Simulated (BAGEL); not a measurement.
**C2H3BFN (SMILES FB1C=NC1): HF/3-21G (density fitting with qzvpp-jkfit)**

What is the vertical singlet–triplet gap of C2H3BFN at HF/3-21G (density fitting with qzvpp-jkfit)? 

The results are computed with BAGEL 1.2.2.

### Step 1. The structure to begin with

C2H3BFN has 8 atoms, charge 0, and is taken as a singlet. SMILES: `FB1C=NC1`. The shape is that of a PBE0-D4/def2-TZVP optimisation.

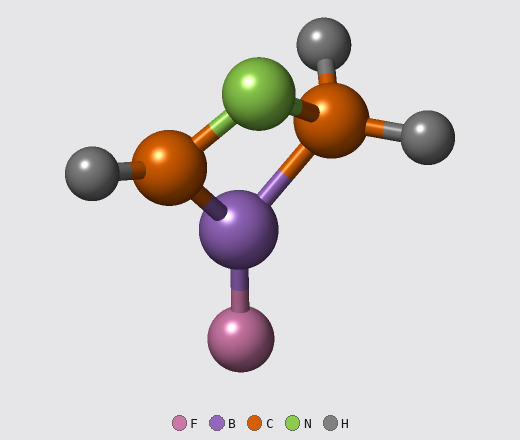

Viewed from a chosen angle; fluorine pink, boron purple, carbon orange, nitrogen green, hydrogen grey.

### Step 2. The energy at HF/3-21G (density fitting with qzvpp-jkfit)

Contents of input.json:

```json
{ "bagel" : [

{
  "title" : "molecule",
  "basis" : "3-21g",
  "df_basis" : "qzvpp-jkfit",
  "angstrom" : true,
  "geometry" : [
    { "atom" : "F", "xyz" : [    0.213200,   -1.007300,    1.918400 ] },
    { "atom" : "B", "xyz" : [   -0.024100,   -0.304800,    0.836200 ] },
    { "atom" : "C", "xyz" : [    0.319000,    1.128500,    0.345800 ] },
    { "atom" : "N", "xyz" : [    0.303900,    0.728600,   -0.881200 ] },
    { "atom" : "C", "xyz" : [   -0.301700,   -0.640600,   -0.682300 ] },
    { "atom" : "H", "xyz" : [    0.656500,    2.120900,    0.633900 ] },
    { "atom" : "H", "xyz" : [    0.257100,   -1.432700,   -1.186200 ] },
    { "atom" : "H", "xyz" : [   -1.331600,   -0.649700,   -1.040300 ] }
  ]
},
{
  "title" : "hf"
},
{
  "title" : "print",
  "file" : "orbitals.molden",
  "orbitals" : true
}

]}
```

Launch:

```sh
$ BAGEL_NUM_THREADS=1 BAGEL input.json > input.out
```

The program printed:

```text
* using 1 threads per process

  ===============================================================
  ===============================================================

  *** Geometry ***

  { "atom" : "F", "xyz" : [      0.402890,     -1.903521,      3.625251 ] },
  { "atom" : "B", "xyz" : [     -0.045542,     -0.575989,      1.580189 ] },
  { "atom" : "C", "xyz" : [      0.602823,      2.132556,      0.653467 ] },
  { "atom" : "N", "xyz" : [      0.574288,      1.376854,     -1.665227 ] },
  { "atom" : "C", "xyz" : [     -0.570130,     -1.210559,     -1.289360 ] },
  { "atom" : "H", "xyz" : [      1.240605,      4.007920,      1.197897 ] },
  { "atom" : "H", "xyz" : [      0.485849,     -2.707411,     -2.241593 ] },
  { "atom" : "H", "xyz" : [     -2.516359,     -1.227755,     -1.965882 ] },

  Number of auxiliary basis functions:      433

  Since a DF basis is specified, we compute 2- and 3-index integrals:
    o Being stored without compression. Storage requirement is 0.009 GB

  Number of basis functions:       51
  Number of electrons      :       36

    * METHOD: MOLECULE                             0.14

  *** RHF ***

  === Nuclear Repulsion ===
   145.3024804942

      * DIIS with orbital gradients will be used.

  === RHF iteration (3-21g) ===
      0       -254.51168907          0.02371607           0.02
      1       -254.60002252          0.01450956           0.02
      2       -254.63455357          0.00236488           0.02
      3       -254.63654810          0.00100240           0.02
      4       -254.63683974          0.00035483           0.02
      5       -254.63693756          0.00015944           0.02
      6       -254.63695355          0.00006129           0.02
      7       -254.63695619          0.00001611           0.02
      8       -254.63695636          0.00000636           0.02
      9       -254.63695638          0.00000403           0.02
     10       -254.63695640          0.00000181           0.02
     11       -254.63695640          0.00000088           0.02
     12       -254.63695640          0.00000038           0.02
     13       -254.63695640          0.00000016           0.02
     14       -254.63695640          0.00000007           0.02
     15       -254.63695640          0.00000003           0.02
     16       -254.63695640          0.00000001           0.02
     17       -254.63695640          0.00000001           0.02
    * SCF iteration converged.

    * Permanent dipole moment:
           (    0.331619,     0.121015,    -0.253361) a.u.

    * METHOD: HF                                   0.53

    * METHOD: PRINT                                0.01

  ===============================================================
```

Run time: 0.81 s. Hardware: 1 thread of Arm Neoverse V1, shared host.

### Step 3. The triplet, same level

Contents of calc.json:

```json
{ "bagel" : [

{
  "title" : "molecule",
  "basis" : "3-21g",
  "df_basis" : "qzvpp-jkfit",
  "angstrom" : true,
  "geometry" : [
    { "atom" : "F", "xyz" : [       0.213200,      -1.007300,       1.918400 ] },
    { "atom" : "B", "xyz" : [      -0.024100,      -0.304800,       0.836200 ] },
    { "atom" : "C", "xyz" : [       0.319000,       1.128500,       0.345800 ] },
    { "atom" : "N", "xyz" : [       0.303900,       0.728600,      -0.881200 ] },
    { "atom" : "C", "xyz" : [      -0.301700,      -0.640600,      -0.682300 ] },
    { "atom" : "H", "xyz" : [       0.656500,       2.120900,       0.633900 ] },
    { "atom" : "H", "xyz" : [       0.257100,      -1.432700,      -1.186200 ] },
    { "atom" : "H", "xyz" : [      -1.331600,      -0.649700,      -1.040300 ] }
  ]
},

{
  "title" : "uhf",
  "nopen" : 2
},

{
  "title" : "print",
  "file" : "orbitals.molden",
  "orbitals" : true
}

]}
```

Launch:

```sh
$ BAGEL_NUM_THREADS=1 BAGEL calc.json > calc.out
```

The program printed:

```text
* using 1 threads per process

  ===============================================================
  ===============================================================

  *** Geometry ***

  { "atom" : "F", "xyz" : [      0.402890,     -1.903521,      3.625251 ] },
  { "atom" : "B", "xyz" : [     -0.045542,     -0.575989,      1.580189 ] },
  { "atom" : "C", "xyz" : [      0.602823,      2.132556,      0.653467 ] },
  { "atom" : "N", "xyz" : [      0.574288,      1.376854,     -1.665227 ] },
  { "atom" : "C", "xyz" : [     -0.570130,     -1.210559,     -1.289360 ] },
  { "atom" : "H", "xyz" : [      1.240605,      4.007920,      1.197897 ] },
  { "atom" : "H", "xyz" : [      0.485849,     -2.707411,     -2.241593 ] },
  { "atom" : "H", "xyz" : [     -2.516359,     -1.227755,     -1.965882 ] },

  Number of auxiliary basis functions:      433

  Since a DF basis is specified, we compute 2- and 3-index integrals:
    o Being stored without compression. Storage requirement is 0.009 GB

  Number of basis functions:       51
  Number of electrons      :       36

    * METHOD: MOLECULE                             0.14

  *** Open-shell HF ***

  === Nuclear Repulsion ===
   145.3024804942

      * DIIS with orbital gradients will be used.

  === UHF iteration (3-21g) ===
      0       -254.37041389          0.04529937           0.05
      1       -254.48379474          0.02880720           0.05
      2       -254.52219723          0.01741691           0.05
      3       -254.54164847          0.00444953           0.05
      4       -254.55013579          0.00226756           0.05
      5       -254.55227806          0.00104985           0.05
      6       -254.55280609          0.00047600           0.05
      7       -254.55293359          0.00030154           0.05
      8       -254.55300204          0.00021973           0.05
      9       -254.55304972          0.00014358           0.05
[... 19 lines of this table left out ...]
     29       -254.55309337          0.00000003           0.05
     30       -254.55309337          0.00000002           0.05
     31       -254.55309337          0.00000001           0.05
     32       -254.55309337          0.00000001           0.05
    * SCF iteration converged.

    * S^2 (UHF) is 2.0139

    * Permanent dipole moment:
           (    0.329351,     0.020609,     0.579095) a.u.

    * METHOD: UHF                                  1.65

    * METHOD: PRINT                                0.01

  ===============================================================
```

Wall time 1.9 s (1 thread of Arm Neoverse V1, shared host).

### Step 4. Results

At HF/3-21G (density fitting with qzvpp-jkfit):

| quantity | value |
| --- | --- |
| singlet: total energy | -254.63696 Eh |
| singlet: dipole moment | 1.10 D |
| singlet: HOMO energy | -10.92 eV |
| singlet: LUMO energy | 2.67 eV |
| singlet: HOMO–LUMO gap | 13.59 eV |
| triplet: total energy | -254.55309 Eh |
| triplet: dipole moment | 1.69 D |
| triplet: ⟨S²⟩ | 2.014 |
| vertical energy of the triplet above the singlet | 2.282 eV |

**Reading.** At this shape the triplet lies 2.28 eV (53 kcal/mol) above the singlet.
